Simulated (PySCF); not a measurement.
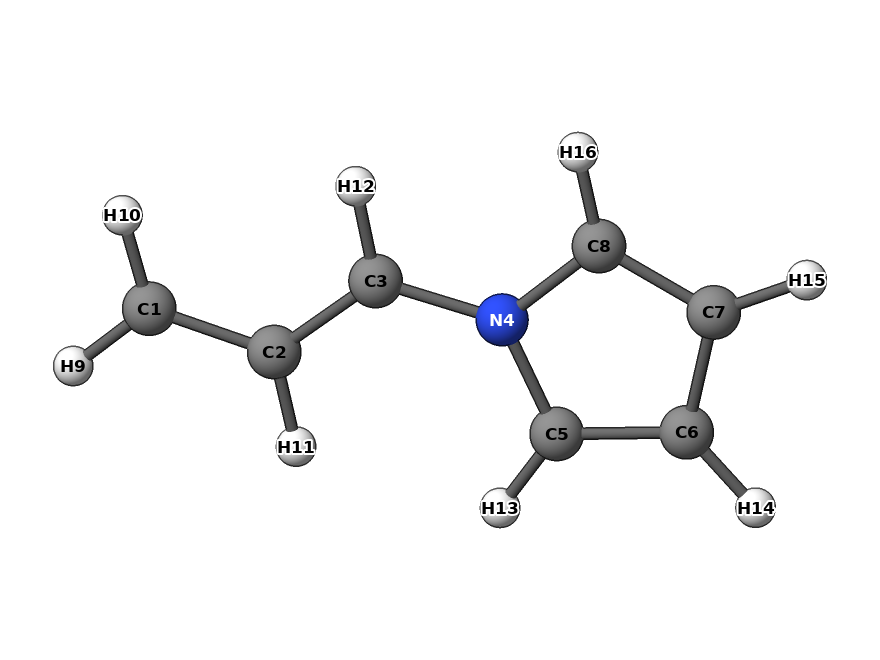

The questions are on Mulliken spin populations. State: neutral, doublet. The computed structure is the end point of a GFN2-xTB optimisation. No frequency run is at hand to confirm it as a minimum. Properties computed with UKS B3LYP, pcH-1 on C H N, non-relativistic (PySCF 2.14.0).

Give the Mulliken spin populations atom by atom.

```tsv
atom	value (e)
C1	0.59
C2	−0.23
C3	0.58
N4	0.00
C5	0.02
C6	0.06
C7	0.05
C8	0.03
H9	−0.03
H10	−0.02
H11	0.01
H12	−0.03
H13	0.00
H14	0.00
H15	0.00
H16	0.00
```

Mulliken values depend strongly on the basis set.
